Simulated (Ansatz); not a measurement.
# BSiH+ (doublet): correlated methods under varied settings

Aim: run BSiH+ (doublet) at one geometry under a spread of methods and options, and see what each costs and gives.

Method: the settings change from run to run; program: Ansatz 0.2.0, Gaussian basis.

14 further runs of the same task are left out: 5 that didn't finish, 9 set aside as unsound or not needed.

## (1) The system

The geometry is a PBE0/def2-TZVP stationary point (not a proven minimum) of the parent state, kept for this charge and spin.

3 atoms, charge 1, spin multiplicity 2.

Atoms are counted from 1 here; the program's logs count them from 0.

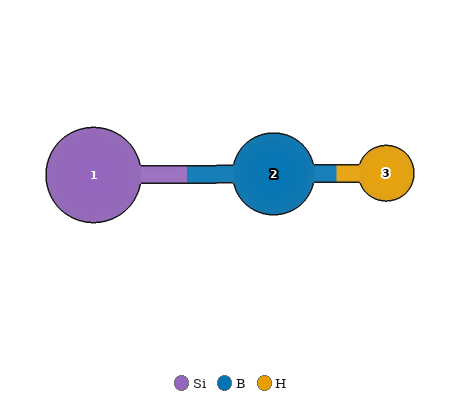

The geometry (silicon purple, boron blue, hydrogen amber); atoms are numbered from 1 in the order of the file.

## (2) CCSD on UHF/6-31G

Contents of in.yaml:

```yaml
crystal:
  periodic: [false, false, false]
  atoms:
    - {symbol: Si, position_ang: [0.000000, 0.000000, 1.658754]}
    - {symbol: B, position_ang: [0.000000, 0.000000, -0.236394]}
    - {symbol: H, position_ang: [0.000000, 0.000000, -1.422360]}
basis:
  gaussian: {orbitals: 6-31G, fitting: {mean_field: def2-universal-jkfit}}
total_charge: 1
magnetization: {spin_polarized: true, initial_magnetization: 1}
hamiltonian: {pseudopotentials: {relativity: scalar}}
correlation: {method: ccsd, electrons: outside_noble_gas}
```

On the command line:

```console
ansatz run in.yaml --threads 1 --pin off --events-out ev --progress --plain --max-ram 2393MiB
```

What it wrote, cut to the lines that bear on the results:

```text
Functional definition: HF
  name "HF"
  cite "Fock, Z. Phys. 61, 126 (1930) doi:10.1007/BF01340294"
  parent pbe
[...]
221 factors; integrals over basis functions are off by at most 3.7e-2 eV
[...]
mean field -8552.47903280 eV, -314.2978073768 hartree, gradient 1.7e-6 eV, S^2 1.120812; 12 other end points of the search recorded, 0 dependent functions left out
determinant -8552.47903280 eV, -314.2978073768 hartree, with singles and doubles -8554.79175933 eV, -314.3827985094 hartree
determinant -8551.33656870 eV, -314.2558225956 hartree, with singles and doubles -8553.93605273 eV, -314.3513518717 hartree
determinant -8551.04698182 eV, -314.2451804739 hartree, with singles and doubles -8553.96782717 eV, -314.3525195608 hartree
determinant -8550.76889497 eV, -314.2349609708 hartree, with singles and doubles -8553.22799591 eV, -314.3253312634 hartree
determinant -8552.40609333 eV, -314.2951269009 hartree, with singles and doubles -8554.83673352 eV, -314.3844512802 hartree
6 core orbitals not correlated: weight in the atoms' cores, before any rotation towards them, 1.000 or more for the frozen orbitals, at most 0.000 for the correlated occupied ones
reference -8552.47903280 eV, -314.2978073768 hartree; 4, 3 occupied and 14, 15 virtual orbitals, 221 factors
second order -1.58736872 eV of doubles, -0.00000000 eV of singles
cycle   1  -2.31485836 eV  change   -2.1e-3 eV  update   7.8e-3
[...]
cycle  17  -2.34959187 eV  change   -7.4e-6 eV  update   3.0e-6
Total energy: -8554.82862467 eV, -314.3841532854 hartree
Relativity: scalar
```

Run time: 8.5 s. Hardware: 1 thread of Intel Xeon at 2.50GHz, shared host.

From the report: ⟨S²⟩ of the determinant 1.121 (pure doublet: 0.75); correlation -2.3496 eV; T1 0.087; largest double amplitude 0.10.

## (3) CASSCF(7,4)/def2-mTZVP

Contents of in.yaml:

```yaml
crystal:
  periodic: [false, false, false]
  atoms:
    - {symbol: Si, position_ang: [0.000000, 0.000000, 1.658754]}
    - {symbol: B, position_ang: [0.000000, 0.000000, -0.236394]}
    - {symbol: H, position_ang: [0.000000, 0.000000, -1.422360]}
basis:
  gaussian: {orbitals: def2-mTZVP, fitting: {mean_field: def2-universal-jkfit}}
total_charge: 1
magnetization: {spin_polarized: false, initial_magnetization: 1}
hamiltonian: {pseudopotentials: {relativity: scalar}}
correlation: {active_space: {window: {electrons: 7, orbitals: 4}}}
output: {forces: true}
```

Same command.

What it wrote, cut to the lines that bear on the results:

```text
Functional definition: HF
  name "HF"
  cite "Fock, Z. Phys. 61, 126 (1930) doi:10.1007/BF01340294"
  parent pbe
[...]
221 factors; integrals over basis functions are off by at most 3.2e-1 eV
[...]
mean field -8553.72627997 eV, -314.3436428650 hartree, gradient 2.2e-6 eV, S^2 0.750000; 2 other end points of the search recorded, 0 dependent functions left out
reference -8553.72627997 eV, -314.3436428650 hartree; 10, 9 occupied and 34, 35 virtual orbitals, 221 factors
state -8553.72627997 eV, -314.3436428650 hartree
[...]
Total energy: -8553.72627997 eV, -314.3436428650 hartree
Relativity: scalar
Atom 0 at     0.000000     0.000000     1.658754 Å, force    -0.000000    -0.000000     2.083886 eV/Å
Atom 1 at     0.000000     0.000000    -0.236394 Å, force    -0.000000     0.000000    -2.669219 eV/Å
Atom 2 at     0.000000     0.000000    -1.422360 Å, force     0.000000    -0.000000     0.585333 eV/Å
Dipole moment:     0.000000     0.000000    -0.365704 e Å
```

Wall time 2.5 s (1 thread of Intel Xeon at 2.50GHz, shared host).

From the report: 4 determinants; active occupations 2.00, 2.00, 2.00, 1.00. With so small a space the active step adds no correlation: the energy is the mean field's.

## (4) CCSD(T)/6-31G

Contents of in.yaml:

```yaml
crystal:
  periodic: [false, false, false]
  atoms:
    - {symbol: Si, position_ang: [0.000000, 0.000000, 1.658754]}
    - {symbol: B, position_ang: [0.000000, 0.000000, -0.236394]}
    - {symbol: H, position_ang: [0.000000, 0.000000, -1.422360]}
basis:
  gaussian: {orbitals: 6-31G, point_charges: [{charge: 1.00, position_ang: [3.905, 0.221, -0.331]}]}
total_charge: 1
magnetization: {spin_polarized: true, initial_magnetization: 1}
hamiltonian: {xc: {name: PBE}}
correlation: {method: ccsd_t, electrons: outside_noble_gas}
scf: {lower_state_search: full}
```

The command is unchanged.

What it wrote, cut to the lines that bear on the results:

```text
Functional definition: PBE
  name "PBE"
  cite "Perdew, Burke & Ernzerhof, Phys. Rev. Lett. 77, 3865 (1996) doi:10.1103/PhysRevLett.77.3865"
  parent pbe
[...]
298 factors; integrals over basis functions are off by at most 2.5e-4 eV
[...]
mean field -8547.78214680 eV, -314.1252000000 hartree, gradient 1.2e-6 eV, S^2 1.023813; 16 other end points of the search recorded, 0 dependent functions left out
6 core orbitals not correlated: weight in the atoms' cores, before any rotation towards them, 1.000 or more for the frozen orbitals, at most 0.000 for the correlated occupied ones
reference -8533.81974103 eV, -313.6120910520 hartree; 4, 3 occupied and 14, 15 virtual orbitals, 298 factors
second order -1.76976225 eV of doubles, -0.15463328 eV of singles
cycle   1  -2.31463823 eV  change   -3.9e-1 eV  update   6.3e-2
[...]
cycle  29  -2.59717715 eV  change    3.6e-6 eV  update   3.2e-6
perturbative correction -0.05275433 eV, -0.0019386857 hartree
Total energy: -8536.46967250 eV, -313.7094742375 hartree
```

It took 16 s on 1 thread of Intel Xeon at 2.50GHz, shared host.

From the report: ⟨S²⟩ of the determinant 1.024 (pure doublet: 0.75); correlation -2.6499 eV; T1 0.077; largest double amplitude 0.11. The orbitals are Kohn-Sham ones, so correlation energy and T1 don't compare with those on Hartree-Fock orbitals.

## (5) CCSDT on ROHF/6-31G

Contents of in.yaml:

```yaml
crystal:
  periodic: [false, false, false]
  atoms:
    - {symbol: Si, position_ang: [0.000000, 0.000000, 1.658754]}
    - {symbol: B, position_ang: [0.000000, 0.000000, -0.236394]}
    - {symbol: H, position_ang: [0.000000, 0.000000, -1.422360]}
basis:
  gaussian: {orbitals: 6-31G}
total_charge: 1
magnetization: {spin_polarized: false, initial_magnetization: 1}
hamiltonian: {pseudopotentials: {relativity: none}}
correlation: {method: ccsdt, electrons: outside_noble_gas}
scf: {lower_state_search: off}
```

Launched as before.

What it wrote, cut to the lines that bear on the results:

```text
Functional definition: HF
  name "HF"
  cite "Fock, Z. Phys. 61, 126 (1930) doi:10.1007/BF01340294"
  parent pbe
[...]
483 factors; integrals over basis functions are off by at most 1.5e-7 eV
[...]
mean field -8537.36754977 eV, -313.7424706183 hartree, gradient 2.9e-6 eV, S^2 0.750000; 0 other end points of the search recorded, 0 dependent functions left out
6 core orbitals not correlated: weight in the atoms' cores, before any rotation towards them, 1.000 or more for the frozen orbitals, at most 0.000 for the correlated occupied ones
reference -8537.36754977 eV, -313.7424706183 hartree; 4, 3 occupied and 14, 15 virtual orbitals, 483 factors
second order -1.71749057 eV of doubles, -0.00948325 eV of singles
cycle   1  -2.18295435 eV  change   -4.6e-1 eV  update   7.1e-2
[...]
cycle  16  -2.51842230 eV  change    5.6e-7 eV  update   7.4e-7
Total energy: -8539.88597206 eV, -313.8350209306 hartree
Checks for a lower state left out: stability, starts, cluster_reference, orbital_swaps, neighbouring_geometries, increment
```

It took 2.7 s on 1 thread of Intel Xeon at 2.50GHz, shared host.

From the report: correlation -2.5184 eV; T1 0.015; largest double amplitude 0.11.

## (6) CCSD/6-31++G**

Contents of in.yaml:

```yaml
crystal:
  periodic: [false, false, false]
  atoms:
    - {symbol: Si, position_ang: [0.000000, 0.000000, 1.658754]}
    - {symbol: B, position_ang: [0.000000, 0.000000, -0.236394]}
    - {symbol: H, position_ang: [0.000000, 0.000000, -1.422360]}
basis:
  gaussian: {orbitals: "6-31++G**"}
total_charge: 1
magnetization: {spin_polarized: false, initial_magnetization: 1}
hamiltonian: {xc: {name: PBE0}}
correlation: {method: ccsd, electrons: outside_noble_gas}
```

Launched as before.

What it wrote, cut to the lines that bear on the results:

```text
Functional definition: PBE0
  name "PBE0"
  cite "Adamo & Barone, J. Chem. Phys. 110, 6158 (1999) doi:10.1063/1.478522"
  cite "Perdew, Burke & Ernzerhof, Phys. Rev. Lett. 77, 3865 (1996) doi:10.1103/PhysRevLett.77.3865"
  parent pbe
[...]
411 factors; integrals over basis functions are off by at most 1.3e-3 eV
[...]
mean field -8552.56391888 eV, -314.3009268830 hartree, gradient 2.0e-6 eV, S^2 0.750000; 0 other end points of the search recorded, 0 dependent functions left out
[...]
6 core orbitals not correlated: weight in the atoms' cores, before any rotation towards them, 1.000 or more for the frozen orbitals, at most 0.000 for the correlated occupied ones
reference -8538.05068707 eV, -313.7675754513 hartree; 4, 3 occupied and 38, 39 virtual orbitals, 411 factors
second order -3.08511009 eV of doubles, -0.12445453 eV of singles
cycle   1  -3.76072453 eV  change   -5.5e-1 eV  update   6.5e-2
[...]
cycle  11  -4.01603807 eV  change   -2.2e-7 eV  update   3.6e-6
Total energy: -8542.06672514 eV, -313.9151621281 hartree
```

Run time: 7.5 s. Hardware: 1 thread of Intel Xeon at 2.50GHz, shared host.

From the report: correlation -4.0160 eV; T1 0.015; largest double amplitude 0.08. The orbitals are Kohn-Sham ones, so correlation energy and T1 don't compare with those on Hartree-Fock orbitals.

## (7) CCSDT(Q)/B on ROHF/6-31G

Contents of in.yaml:

```yaml
crystal:
  periodic: [false, false, false]
  atoms:
    - {symbol: Si, position_ang: [0.000000, 0.000000, 1.658754]}
    - {symbol: B, position_ang: [0.000000, 0.000000, -0.236394]}
    - {symbol: H, position_ang: [0.000000, 0.000000, -1.422360]}
basis:
  gaussian: {orbitals: 6-31G, fitting: {mean_field: def2-universal-jkfit}}
total_charge: 1
magnetization: {spin_polarized: false, initial_magnetization: 1}
correlation: {method: ccsdt_q_b, electrons: outside_noble_gas, diis_vectors: 12}
```

Launched as before.

What it wrote, cut to the lines that bear on the results:

```text
Functional definition: HF
  name "HF"
  cite "Fock, Z. Phys. 61, 126 (1930) doi:10.1007/BF01340294"
  parent pbe
[...]
221 factors; integrals over basis functions are off by at most 3.7e-2 eV
[...]
mean field -8537.36770436 eV, -313.7424762995 hartree, gradient 2.9e-6 eV, S^2 0.750000; 6 other end points of the search recorded, 0 dependent functions left out
determinant -8537.36770436 eV, -313.7424762995 hartree, with singles and doubles -8539.81689817 eV, -313.8324825121 hartree
determinant -8535.34990121 eV, -313.6683234016 hartree, with singles and doubles -8538.23921109 eV, -313.7745035811 hartree
determinant -8532.18452932 eV, -313.5519981301 hartree, with singles and doubles -8535.61235473 eV, -313.6779683906 hartree
6 core orbitals not correlated: weight in the atoms' cores, before any rotation towards them, 1.000 or more for the frozen orbitals, at most 0.000 for the correlated occupied ones
reference -8537.36770436 eV, -313.7424762995 hartree; 4, 3 occupied and 14, 15 virtual orbitals, 221 factors
second order -1.71702874 eV of doubles, -0.00948390 eV of singles
cycle   1  -2.18274909 eV  change   -4.6e-1 eV  update   7.1e-2
[...]
cycle  16  -2.51836944 eV  change   -7.2e-7 eV  update   6.7e-7
perturbative correction -0.00261265 eV, -0.0000960132 hartree
Total energy: -8539.88868645 eV, -313.8351206825 hartree
```

It took 7 s on 1 thread of Intel Xeon at 2.50GHz, shared host.

From the report: correlation -2.5210 eV; T1 0.015; largest double amplitude 0.11.

## (8) All runs side by side

```tsv
level	correlated	functions	energy (eV)	time
CCSD on UHF/6-31G (relativity set)	outside noble gas	24	-8554.8286	8.5 s
CASSCF(7,4)/def2-mTZVP (relativity set)		44	-8553.7263	2.5 s
CCSD(T)/6-31G (beside a point charge, on PBE orbitals)	outside noble gas	24	-8536.4697	16 s
CCSDT on ROHF/6-31G	outside noble gas	24	-8539.8860	2.7 s
CCSD/6-31++G** (on PBE0 orbitals)	outside noble gas	48	-8542.0667	7.5 s
CCSDT(Q)/B on ROHF/6-31G	outside noble gas	24	-8539.8887	7 s
```

## (9) Outcome

| quantity | value |
| --- | --- |
| runs | 6 |
| quickest | CASSCF(7,4)/def2-mTZVP (relativity set), 2.5 s |
| slowest | CCSD(T)/6-31G (beside a point charge, on PBE orbitals), 16 s |

What this shows: Total energies in different bases, with other cores or another treatment of relativity can't be set against each other. CCSD(T)/6-31G (beside a point charge, on PBE orbitals) took 6 times as long as CASSCF(7,4)/def2-mTZVP (relativity set); the jobs differ in more than the method.
